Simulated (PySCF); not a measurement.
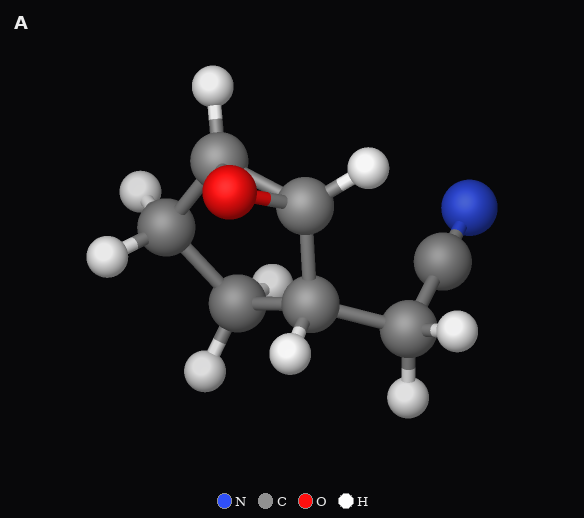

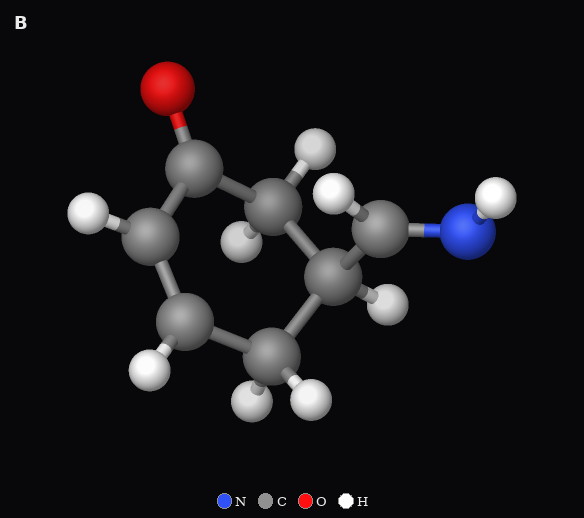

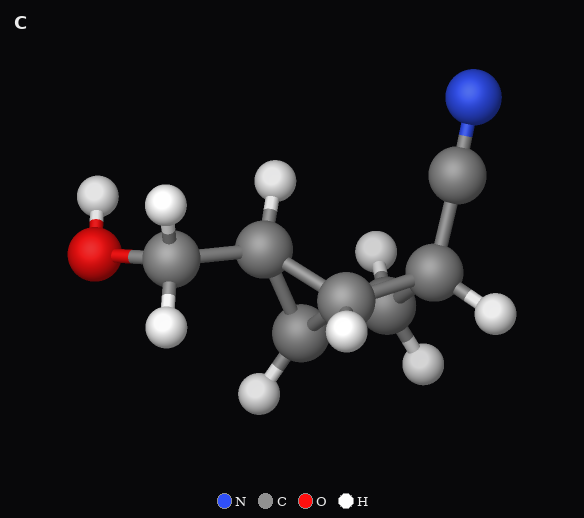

3 stationary structures of one formula. Geometries: GFN2-xTB. Electronic energies: PBE0/pcSseg-1 (PySCF 2.14.0), without zero-point energy. No frequency run is at hand to confirm each as a minimum. Each is one conformer, not always the lowest.

**Are they conformers, stereoisomers or constitutional isomers?**

They are constitutional isomers of C7H9NO: A `N#CC[C@@H]1CC[C@H]2O[C@@H]12`, B `[H]/N=C/[C@H]1CC=CC(=O)C1`, C `N#C[C@@H]1C[C@@H]2[C@@H](CO)[C@@H]21`.

**Which structure is the most stable?**

B is lowest; A lies 12.5 kcal/mol above it, C lies 30.9 kcal/mol above it.
